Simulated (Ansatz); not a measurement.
## Electronic structure of C2H6O2Zn (SMILES C[O][Zn][O]C) in real space

```yaml
atoms:
  - { symbol: C, position_ang: [-0.7154, -0.8909, 2.4920] }
  - { symbol: O, position_ang: [0.0394, 0.1198, 1.8822] }
  - { symbol: Zn, position_ang: [0.5269, 0.1591, 0.1880] }
  - { symbol: O, position_ang: [1.1874, 0.2510, -1.4443] }
  - { symbol: C, position_ang: [0.5594, 0.8438, -2.5476] }
  - { symbol: H, position_ang: [-0.8586, -0.6277, 3.5457] }
  - { symbol: H, position_ang: [-1.7120, -1.0078, 2.0451] }
  - { symbol: H, position_ang: [-0.2185, -1.8700, 2.4630] }
  - { symbol: H, position_ang: [-0.3998, 0.3706, -2.7978] }
  - { symbol: H, position_ang: [1.2147, 0.7344, -3.4187] }
  - { symbol: H, position_ang: [0.3765, 1.9177, -2.4074] }
```

Geometry: PBE0-D4/def2-TZVP.

These are results of RKS PBE0-D4/def2-TZVPP (Ansatz 0.2.0), not measurements.

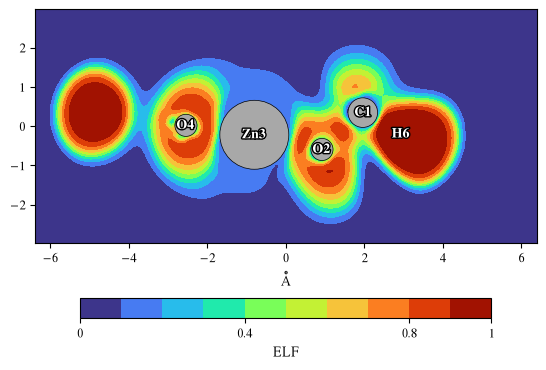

Figure 1. Electron localisation function on the plane of atoms O2, C1 and H6. Grey discs cover the atomic cores.

**What does the map show?**

The plane passes through C, O, Zn and H nuclei.
C–O (1.40 Å): the ELF peaks at about 0.90 between the atoms (a polar covalent bond).
Zn–O (1.76 Å): the ELF peaks at about 0.85 in the valence shell of O, 0.6 Å from its nucleus, and is about 0.25 at the midpoint.
C–H (1.10 Å): the ELF climbs to about 1 towards the hydrogen, as it does in any bond to H: a covalent bond by its length.
The ELF also peaks beside O2 and O4, away from the bonds: lone-pair regions.

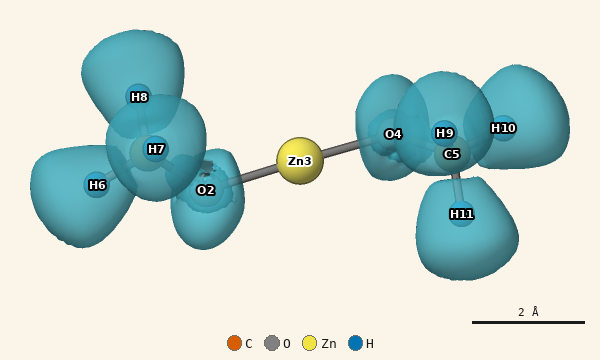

Figure 2. Isosurface of the ELF at 0.75 (cyan), seen from one side. Only the valence region is drawn (cores and ρ < 0.01 e/Å³ removed).

**Where are the electrons localised?**

The ELF exceeds this value in six regions around hydrogen nuclei and two regions on O in which the atom's valence shell and bonds are merged.

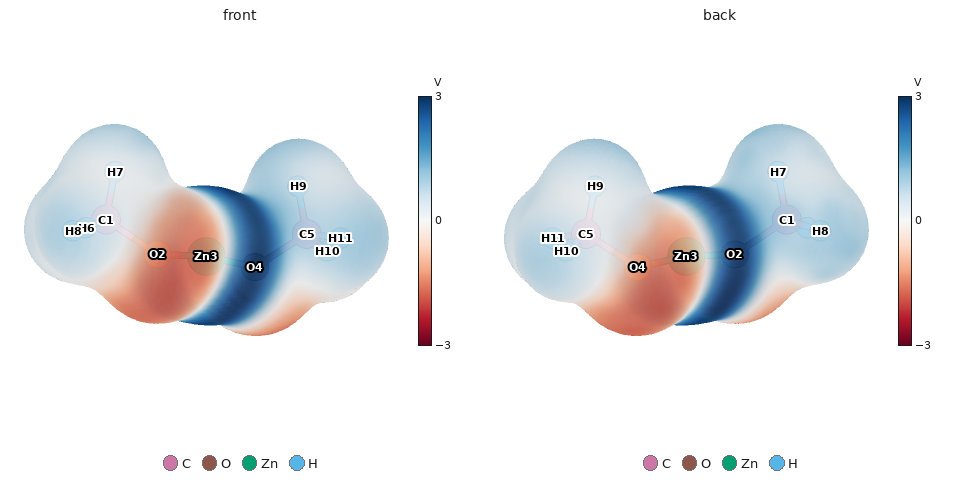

Figure 3. The electrostatic potential painted on the density surface at 0.004 e/bohr³, seen from the front and from behind; red is negative and blue positive.

**Describe the electrostatic potential map.**

The most negative region (about −1.8 V) lies over O2 and O4, the most positive (about +2.9 V) over Zn3.

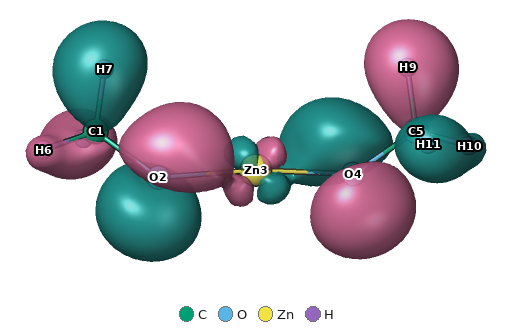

Figure 4. One frontier orbital at ±0.08 Å⁻³ᐟ² (teal and pink are the two phases), seen across its widest extent.

**Which orbital is it: HOMO or LUMO?**

The HOMO, at −7.47 eV. Its weight (Hirshfeld) is mainly on O2 (about 30 %), O4 (about 30 %), Zn3 (about 10 %), C1 (about 5 %) and C5 (about 5 %).
